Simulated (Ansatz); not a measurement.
# HF/3-21G run of C2H4GaN (SMILES N=C=[CH][GaH2])

Aim: the electronic atomisation energy of C2H4GaN at HF/3-21G, from 5 runs. 

Program for the calculation: Ansatz 0.2.0.

48 further runs of the same task are left out: 48 set aside as unsound or not needed. Runs told in other sessions of the task aren't counted.

### Step 1. The molecule

C2H4GaN: 8 atoms, total charge 0, spin state singlet. As SMILES, `N=C=[CH][GaH2]`. Geometry: relaxed at PBE0-D4/def2-TZVP.

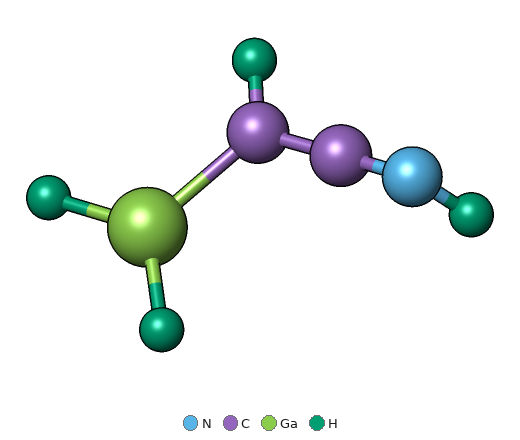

The structure, seen from a chosen angle (nitrogen blue, carbon purple, gallium green, hydrogen teal).

### Step 2. A single-point energy at HF/3-21G

Input file job.yaml:

```yaml
crystal:
  periodic: [false, false, false]
  atoms:
    - symbol: "N"
      position_ang: [0.336900, 2.061700, -0.854600]
    - symbol: C
      position_ang: [0.365600, 1.114900, -0.096000]
    - symbol: C
      position_ang: [0.472300, 0.025700, 0.622800]
    - symbol: Ga
      position_ang: [-0.381300, -1.593600, 0.007200]
    - symbol: H
      position_ang: [-0.411400, 2.740600, -0.770200]
    - symbol: H
      position_ang: [1.040500, 0.073900, 1.545200]
    - symbol: H
      position_ang: [-0.231900, -2.886400, 0.876300]
    - symbol: H
      position_ang: [-1.190600, -1.536800, -1.330700]
basis:
  gaussian:
    orbitals: 3-21G-spherical.json
hamiltonian:
  xc: hf
accuracy: high
output: {orbitals: {seedname: orbitals}}
```

The basis set 3-21G is read from a file made from the Basis Set Exchange's data (not shown).

Started as:

```bash
ansatz run job.yaml --threads 1 --pin off --max-ram 3480MiB --events-out events.jsonl --progress --plain --runs-dir runs
```

What it wrote:

```text
Warning: RAYON_NUM_THREADS=1 ignored (pool sized by the plan → 1); use --threads N
Functional definition: HF
  name "HF"
  exchange = exact_x
  correlation = 0
1182 factors; integrals over basis functions are off by at most 7.3e-9 eV
mean field evaluation 1: about -55660.1880 eV, gradient 2.6e1 eV
mean field evaluation 2: about -55660.4911 eV, gradient 2.6e1 eV
mean field evaluation 4: about -55662.3573 eV, gradient 3.1e0 eV
mean field evaluation 8: about -55662.4050 eV, gradient 2.0e-1 eV
mean field evaluation 16: about -55662.4055 eV, gradient 2.3e-8 eV
mean field -55662.40551521 eV, -2045.5556733505 hartree, gradient 2.3e-8 eV, S^2 0.000000; 0 other end points of the search recorded, 0 dependent functions left out
reference -55662.40551521 eV, -2045.5556733505 hartree; 27, 27 occupied and 30, 30 virtual orbitals, 1182 factors
Total energy: -55662.40551521 eV, -2045.5556733505 hartree
```

It took 0.97 s on 1 thread of Arm Neoverse V1, shared host; peak memory 0.13 GiB.

### Step 3. The C atom, same level

Input file input.yaml:

```yaml
crystal:
  periodic: [false, false, false]
  atoms:
    - {symbol: C, position_ang: [0.000000, 0.000000, 0.000000]}
basis:
  gaussian:
    orbitals: 3-21G.json
magnetization:
  spin_polarized: true
  initial_magnetization: 2
accuracy: high
hamiltonian:
  xc: hf
```

The basis set 3-21G is read from a file made from the Basis Set Exchange's data (not shown).

Run the same way, it converges to -37.48107 Eh (log not shown).

### Step 4. The Ga atom

Input file input.yaml:

```yaml
crystal:
  periodic: [false, false, false]
  atoms:
    - {symbol: Ga, position_ang: [0.000000, 0.000000, 0.000000]}
basis:
  gaussian: {orbitals: 3-21G-spherical.json}
magnetization: {spin_polarized: true, initial_magnetization: 1}
hamiltonian: {xc: hf}
accuracy: high
```

The basis set 3-21G is read from a file made from the Basis Set Exchange's data (not shown).

Started as:

```bash
ansatz run input.yaml --threads 1 --pin off --max-ram 3480MiB --events-out events.jsonl --progress --plain --runs-dir runs
```

What it wrote:

```text
Warning: RAYON_NUM_THREADS=1 ignored (pool sized by the plan → 1); use --threads N
[... 4 set-up lines as earlier in the session ...]
178 factors; integrals over basis functions are off by at most 4.3e-9 eV
mean field evaluation 1: about -52076.7801 eV, gradient 1.9e0 eV
mean field evaluation 2: about -52076.7888 eV, gradient 1.9e0 eV
mean field evaluation 4: about -52076.8856 eV, gradient 8.1e-2 eV
mean field evaluation 8: about -52076.8839 eV, gradient 1.0e-3 eV
mean field evaluation 16: about -52076.8877 eV, gradient 2.8e-1 eV
mean field evaluation 32: about -52076.8839 eV, gradient 2.4e-3 eV
mean field -52076.88388585 eV, -1913.7901838251 hartree, gradient 3.6e-8 eV, S^2 0.750353; 1 other end points of the search recorded, 0 dependent functions left out
reference -52076.88388585 eV, -1913.7901838251 hartree; 16, 15 occupied and 6, 7 virtual orbitals, 178 factors
Total energy: -52076.88388585 eV, -1913.7901838251 hartree
```

Wall time 0.12 s (1 thread of Arm Neoverse V1, shared host).

### Step 5. The H atom at the same level

Input file run.yaml:

```yaml
basis:
  gaussian:
    orbitals: 3-21G.json
crystal:
  periodic: [false, false, false]
  atoms:
    - {symbol: H, position_ang: [0.000000, 0.000000, 0.000000]}
magnetization:
  spin_polarized: true
  initial_magnetization: 1
hamiltonian:
  xc: hf
accuracy: high
```

The basis set 3-21G is read from a file made from the Basis Set Exchange's data (not shown).

Run the same way, it converges to -0.49620 Eh (log not shown).

### Step 6. The N atom, same level

Input file job.yaml:

```yaml
basis:
  gaussian:
    orbitals: 3-21G.json
crystal:
  periodic: [false, false, false]
  atoms:
    - symbol: N
      position_ang: [0.000000, 0.000000, 0.000000]
magnetization:
  spin_polarized: true
  initial_magnetization: 3
hamiltonian:
  xc: hf
accuracy: high
```

The basis set 3-21G is read from a file made from the Basis Set Exchange's data (not shown).

Run the same way, it converges to -54.10539 Eh (log not shown).

### Step 7. Outcome

At HF/3-21G:

```
                     quantity           value
       molecule: total energy  -2045.55567 Eh
        molecule: HOMO energy        -9.33 eV
        molecule: LUMO energy         1.34 eV
      molecule: HOMO–LUMO gap        10.67 eV
         C atom: total energy    -37.48107 Eh
                 C atom: ⟨S²⟩           2.001
        Ga atom: total energy  -1913.79018 Eh
                Ga atom: ⟨S²⟩           0.750
         H atom: total energy     -0.49620 Eh
                 H atom: ⟨S²⟩           0.750
         N atom: total energy    -54.10539 Eh
                 N atom: ⟨S²⟩           3.752
electronic atomisation energy       19.406 eV
```

Taking the molecule apart into free atoms costs 19.41 eV (1872 kJ/mol), before zero-point energy and without spin-orbit coupling. Hartree–Fock lacks the correlation of the bonding pairs, which as a rule makes this value much too low; in minimal bases other errors can mask that. The basis has no polarisation functions, which makes bonds too weak.
